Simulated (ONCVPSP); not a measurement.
Pseudopotential generation, with input and output: Cu

- system: copper (Cu, Z = 29), core [Ne], reference valence 3s2 3p6 3d9 4s2, valence charge 19.
- method: ONCV potential, PBEsol, scalar-relativistic, made with ONCVPSP 4.0.1

Input:
```
# ATOM AND REFERENCE CONFIGURATION
# atsym  z   nc   nv     iexc    psfile
  Cu 29.00    3    4  -116133      upf
#
#   n    l    f
    1    0    2.00
    2    0    2.00
    2    1    6.00
    3    0    2.00
    3    1    6.00
    3    2    9.00
    4    0    2.00
#
# PSEUDOPOTENTIAL AND OPTIMIZATION
# lmax
    2
#
#   l,   rc,      ep,       ncon, nbas, qcut
    0    1.05    0.00    3    7   14.40
    1    0.85    0.00    3    7   12.60
    2    0.85    0.00    4    9   14.60
#
# LOCAL POTENTIAL
# lloc, lpopt,  rc(5),   dvloc0
    4    1    0.65    3.00
#
# VANDERBILT-KLEINMAN-BYLANDER PROJECTORs
# l, nproj, debl
    0    2    3.50
    1    3    2.80
    2    2    1.70
#
# MODEL CORE CHARGE
# icmod, fcfact, rcfact
    0    0.00    0.00
#
# LOG DERIVATIVE ANALYSIS
# epsh1, epsh2, depsh
   -6.00    5.00    0.04
#
# OUTPUT GRID
# rlmax, drl
    6.00    0.01
#
# TEST CONFIGURATIONS
# ncnf
    4
# nvcnf
#   n    l    f
    4
    3    0    2.00
    3    1    6.00
    3    2   10.00
    4    0    1.00
#
    4
    3    0    2.00
    3    1    6.00
    3    2   10.00
    4    0    0.00
#
    4
    3    0    2.00
    3    1    6.00
    3    2    9.00
    4    0    0.00
#
    4
    3    0    2.00
    3    1    6.00
    3    2    7.00
    4    0    0.00
#
```

Command:
```bash
oncvpsp.x < Cu.dat > Cu.out
```

The program's output (extracts):
```
ONCVPSP  (Optimized Norm-Conservinng Vanderbilt PSeudopotential)
scalar-relativistic version 4.0.1

#   n    l    f        energy (Ha)
    1    0    2.00    -3.2516519E+02
    2    0    2.00    -3.9220577E+01
    2    1    6.00    -3.3888924E+01
    3    0    2.00    -4.3989493E+00
    3    1    6.00    -2.8358398E+00
    3    2    9.00    -3.5081469E-01
    4    0    2.00    -2.1431783E-01

Reference configufation results
  iterations    33
  all-electron total energy (Ha)   -1.65341747D+03

Begin loop to  construct optimized pseudo wave functions
and semi-local pseudopoentials for all angular momenta

Calculating optimized projector #   1

 for l=   0

    Fraction of norm inside rc  0.893795
    Optimizing pswf for qcut=  14.41 a_B^-1,  ecut= 103.86 Ha
    Residual kinetic energy error=  5.95D-08 Ha

    Energy error per electron        Cutoff
         Ha          eV             Ha
         0.01000     0.27211       51.90
         0.00100     0.02721       66.10
         0.00010     0.00272       77.78
         0.00001     0.00027       86.95

Calculating optimized projector #   2

 for l=   0

    Fraction of norm inside rc  0.028340
    Optimizing pswf for qcut=  14.41 a_B^-1,  ecut= 103.86 Ha
    Residual kinetic energy error=  8.03D-09 Ha

    Energy error per electron        Cutoff
         Ha          eV             Ha
         0.01000     0.27211       33.86
         0.00100     0.02721       52.81
         0.00010     0.00272       67.14
         0.00001     0.00027       79.36

WARNING wellstate: negative energy specified for n= 4 l=  1
WARNING scattering state with energy  0.25000000
WARNING will be used for the first projector

   Wellstate for l =  1  n =  4
     eigenvalue =   0.2500
     asymptotic potential =   0.7500
     half-point radius =  3.1955

   Wellstate for l =  1  n =  5
     eigenvalue =   3.0500
     asymptotic potential =   3.5500
     half-point radius =  2.3573

Calculating optimized projector #   1

 for l=   1

    Fraction of norm inside rc  0.689133
    Optimizing pswf for qcut=  12.62 a_B^-1,  ecut=  79.57 Ha
    Residual kinetic energy error=  1.35D-05 Ha

    Energy error per electron        Cutoff
         Ha          eV             Ha
         0.01000     0.27211       34.77
         0.00100     0.02721       43.19
         0.00010     0.00272       50.44
         0.00001     0.00027      103.94

Calculating optimized projector #   2

 for l=   1

    Fraction of norm inside rc  0.037969
    Optimizing pswf for qcut=  12.62 a_B^-1,  ecut=  79.57 Ha
    Residual kinetic energy error=  2.41D-06 Ha

    Energy error per electron        Cutoff
         Ha          eV             Ha
         0.01000     0.27211       26.06
         0.00100     0.02721       36.10
         0.00010     0.00272       44.35
         0.00001     0.00027       64.75

Calculating optimized projector #   3

 for l=   1

    Fraction of norm inside rc  0.038893
    Optimizing pswf for qcut=  12.62 a_B^-1,  ecut=  79.57 Ha
    Residual kinetic energy error=  7.84D-06 Ha

    Energy error per electron        Cutoff
         Ha          eV             Ha
         0.01000     0.27211       29.66
         0.00100     0.02721       39.21
         0.00010     0.00272       47.50
         0.00001     0.00027       77.37

   Wellstate for l =  2  n =  4
     eigenvalue =   1.3492
     asymptotic potential =   1.8492
     half-point radius =  2.5323

Calculating optimized projector #   1

 for l=   2

    Fraction of norm inside rc  0.529507
    Optimizing pswf for qcut=  14.58 a_B^-1,  ecut= 106.27 Ha
    Residual kinetic energy error=  5.60D-04 Ha

    Energy error per electron        Cutoff
         Ha          eV             Ha
         0.01000     0.27211       85.88
         0.00100     0.02721      101.68
         0.00010     0.00272      303.95
         0.00001     0.00027      445.43

Calculating optimized projector #   2

 for l=   2

    Fraction of norm inside rc  0.097268
    Optimizing pswf for qcut=  14.58 a_B^-1,  ecut= 106.27 Ha
    Residual kinetic energy error=  2.27D-04 Ha

    Energy error per electron        Cutoff
         Ha          eV             Ha
         0.01000     0.27211       78.81
         0.00100     0.02721       96.56
         0.00010     0.00272      115.64
         0.00001     0.00027      267.20

Construct Vanderbilt / Kleinmman-Bylander projectors

B matrix Hermiticity error, ll=   0
   1   2    4.9516E-04

  Orthonormal projector coefficients  2.4258E+01  2.7961E+00

B matrix Hermiticity error, ll=   1
   1   2    4.1137E-04
   1   3   -9.1513E-04
   2   3    1.2903E-04

  Orthonormal projector coefficients  1.1274E+01  3.6676E+00  9.8769E-01

B matrix Hermiticity error, ll=   2
   1   2    2.5772E-04

  Orthonormal projector coefficients -1.6898E+01 -5.5167E+00

Pseudoatom total energy -196.035652

Diagnostic tests using Vanderbilt-Kleinman-Bylander pseudopotentials
  1 or more projectors used as specified by nproj input data

   l    rcore       rmatch      e in        delta e   norm test  slope test

   0   1.0520890   1.0840327  -4.3989493  -0.0000006   1.0002301   1.0002306
   0   1.0520890   1.0840327  -0.2143178   0.0000108   1.0000906   1.0000710

   1   0.8533421   0.8792514  -2.8358398  -0.0000131   1.0002197   1.0002975
   1   0.8533421   0.8792514   0.2500000   0.0000577   1.0005048   1.0005048
   1   0.8533421   0.8792514   3.0500000   0.0001080   1.0006705   1.0006705

   2   0.8533421   0.8792514  -0.3508147   0.0000063   1.0001576   1.0001492
   2   0.8533421   0.8792514   1.3491853  -0.0000180   1.0003910   1.0003910

 Testing for bound ghosts
   n   l    E NL Schr. Eq   E Basis Diag.   E Cutoff

   1   0       -4.398950       -4.398925    171.12
   2   0       -0.214307        0.110149    171.12

   2   1       -2.835853       -2.833806    415.29

   3   2       -0.350808       -0.310664    607.87

 Testing for highly-localized positive-energy ghosts
       l    <radius>/rc     E Basis Diag.   E Cutoff

Test configuration 0

   n   l     f        eae           eps        diff
   1   0  2.0000 -325.16519108
   2   0  2.0000  -39.22057682
   2   1  6.0000  -33.88892368
   3   0  2.0000   -4.39894928   -4.39894990   -6.14D-07
   3   1  6.0000   -2.83583983   -2.83585289   -1.31D-05
   3   2  9.0000   -0.35081469   -0.35080834    6.35D-06
   4   0  2.0000   -0.21431783   -0.21430706    1.08D-05

    Total energies and differences
      AE_ref= -1.65341747D+03  AE_tst= -1.65341747D+03  dif=  0.00D+00
      PS_ref= -1.96035652D+02  PS_tst= -1.96035652D+02  dif=  3.69D-13
      PSP excitation error= -3.69D-13

Test configuration 1

   n   l     f        eae           eps        diff
   1   0  2.0000 -324.97347039
   2   0  2.0000  -39.00749990
   2   1  6.0000  -33.67798976
   3   0  2.0000   -4.20429104   -4.20357643    7.15D-04
   3   1  6.0000   -2.64592314   -2.64519334    7.30D-04
   3   2 10.0000   -0.18594224   -0.18596335   -2.11D-05
   4   0  1.0000   -0.16936025   -0.16927940    8.09D-05

    Total energies and differences
      AE_ref= -1.65341747D+03  AE_tst= -1.65349048D+03  dif= -7.30D-02
      PS_ref= -1.96035652D+02  PS_tst= -1.96108683D+02  dif= -7.30D-02
      PSP excitation error=  1.72D-05

Test configuration 2

   n   l     f        eae           eps        diff
   1   0  2.0000 -325.28907822
   2   0  2.0000  -39.31314948
   2   1  6.0000  -33.98450218
   3   0  2.0000   -4.51954537   -4.51841298    1.13D-03
   3   1  6.0000   -2.96243084   -2.96128689    1.14D-03
   3   2 10.0000   -0.50135177   -0.50136774   -1.60D-05

    Total energies and differences
      AE_ref= -1.65341747D+03  AE_tst= -1.65319260D+03  dif=  2.25D-01
      PS_ref= -1.96035652D+02  PS_tst= -1.95810955D+02  dif=  2.25D-01
      PSP excitation error=  1.67D-04

Test configuration 3

   n   l     f        eae           eps        diff
   1   0  2.0000 -325.91458699
   2   0  2.0000  -39.95090070
   2   1  6.0000  -34.62084051
   3   0  2.0000   -5.14282741   -5.14227974    5.48D-04
   3   1  6.0000   -3.58067272   -3.58012154    5.51D-04
   3   2  9.0000   -1.08797326   -1.08814409   -1.71D-04

    Total energies and differences
      AE_ref= -1.65341747D+03  AE_tst= -1.65240935D+03  dif=  1.01D+00
      PS_ref= -1.96035652D+02  PS_tst= -1.95027547D+02  dif=  1.01D+00
      PSP excitation error=  1.48D-05

Test configuration 4

   n   l     f        eae           eps        diff
   1   0  2.0000 -327.58328546
   2   0  2.0000  -41.66607949
   2   1  6.0000  -36.33196258
   3   0  2.0000   -6.74129146   -6.74288708   -1.60D-03
   3   1  6.0000   -5.16130209   -5.16254989   -1.25D-03
   3   2  7.0000   -2.60551455   -2.60405737    1.46D-03

    Total energies and differences
      AE_ref= -1.65341747D+03  AE_tst= -1.64878339D+03  dif=  4.63D+00
      PS_ref= -1.96035652D+02  PS_tst= -1.91401866D+02  dif=  4.63D+00
      PSP excitation error=  2.86D-04
```

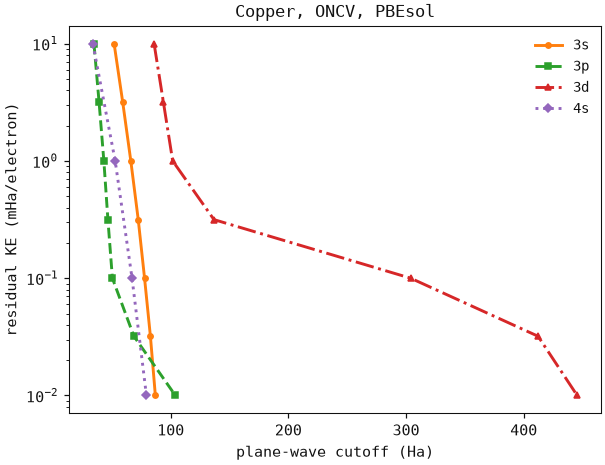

Fig. 1: Residual kinetic energy of the pseudo-waves (the first of each channel, and further valence shells) beyond the plane-wave cutoff, as the generator prints it.

- Cutoffs for the occupied states: 102 Ha for 1 mHa and 304 Ha for 0.1 mHa per electron. The first is set by 3d.
- Cutoffs for 1 mHa per electron: 3d: 102 Ha; 3s: 66 Ha; 4s: 53 Ha; 3p: 43 Ha.
- Hardest wave at 1 mHa per electron: 3d, with rc = 0.85 bohr and qcut = 14.6 1/bohr. The optimisation minimises, but can't always remove, the kinetic energy above qcut²/2 = 106.6 Ha, and a larger rc would as a rule soften the wave at some cost in transferability.

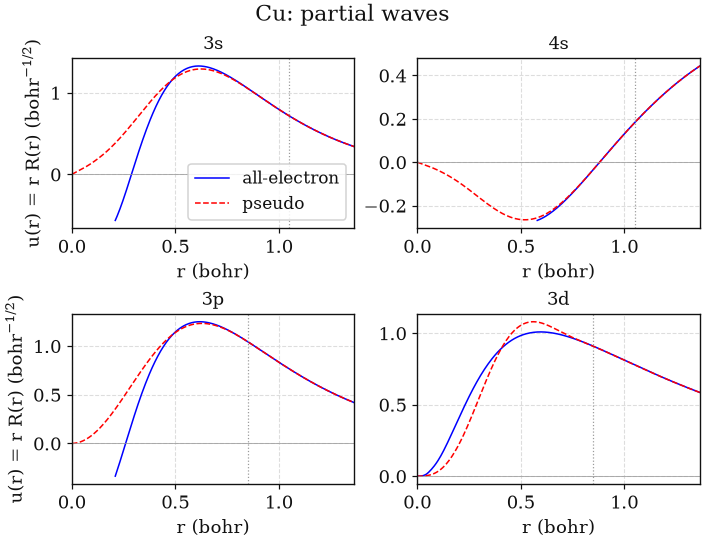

Fig. 2: Partial waves u(r) = r R(r), all-electron (solid) and pseudo (dashed). Dotted lines mark the matching radii. The innermost oscillations of some all-electron curves aren't drawn. Pseudo-waves: 3s has no node; 4s has a node at about 0.9 bohr; 3p has no node; 3d has no node. A node in 4s is expected, since a lower shell of the same l is also in the valence and the two must stay orthogonal.

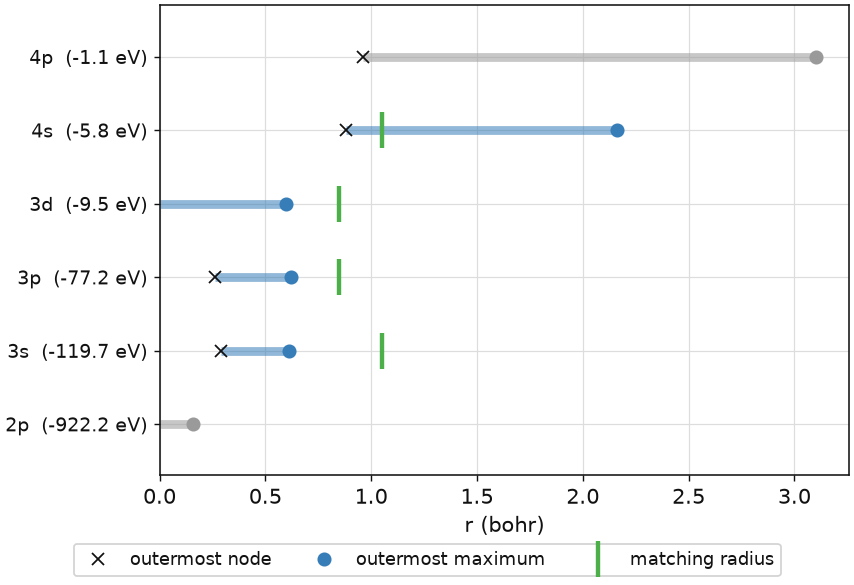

Fig. 3: Outer shells of the all-electron reference atom: each bar runs from the outermost node (or the nucleus) to the outermost maximum of u(r); the tick is the radius chosen for the pseudo-wave. Shells without a tick have no pseudo-wave of their own. Levels, nodes and maxima are from ld1.x, scalar-relativistic.

- Radii against the shells: 3s: 1.05 bohr, outside the maximum; 3p: 0.85 bohr, outside the maximum; 3d: 0.85 bohr, outside the maximum; 4s: 1.05 bohr, between node and maximum.

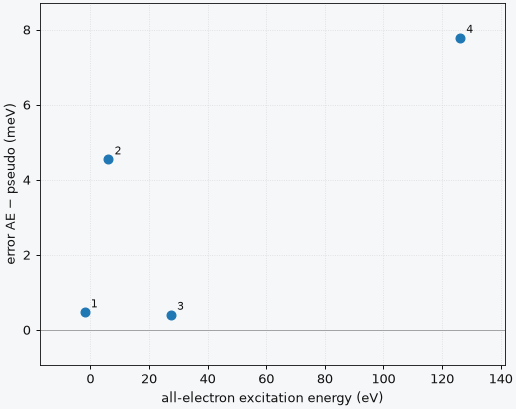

Fig. 4: Errors, all-electron minus pseudo, of the energies of valence configurations relative to the unpolarised reference 3s2 3p6 3d9 4s2. Points: 1 = 3s2 3p6 3d10 4s1; 2 = 3s2 3p6 3d10 4s0; 3 = 3s2 3p6 3d9 4s0; 4 = 3s2 3p6 3d7 4s0.

- Worst configuration: 3s2 3p6 3d7 4s0 (charge +4): the error is +7.8 meV on an all-electron energy of +126.10 eV relative to the reference, or 0.0062 %.
- Errors in meV: 3s2 3p6 3d10 4s1: +0.5; 3s2 3p6 3d10 4s0: +4.5; 3s2 3p6 3d9 4s0: +0.4; 3s2 3p6 3d7 4s0: +7.8.

Summary:

- outcome: generated
- cutoffs needed: 102 Ha and 304 Ha (the cutoffs at which the residual kinetic energy of the hardest occupied pseudo-wave falls to 1 and 0.1 mHa per electron)
- ghost test: no bound ghost flagged; no localised positive-energy state flagged
- largest excitation error: +7.8 meV (all-electron minus pseudo) for 3s2 3p6 3d7 4s0, out of 4 test configurations
- range over which the phases arctan(r R′/R) at the test radius agree within 0.05 rad (a looser test near the poles than one of phase shifts): s: over the whole range computed; p: over the whole range computed; d: over the whole range computed; f: not judged, local potential alone
- hardware: 1 CPU thread, shared host
- wall time: 8.5 s

Remarks:

Warnings of the program, in the generation or the tests: wellstate: negative energy specified for n= 4 l= 1.
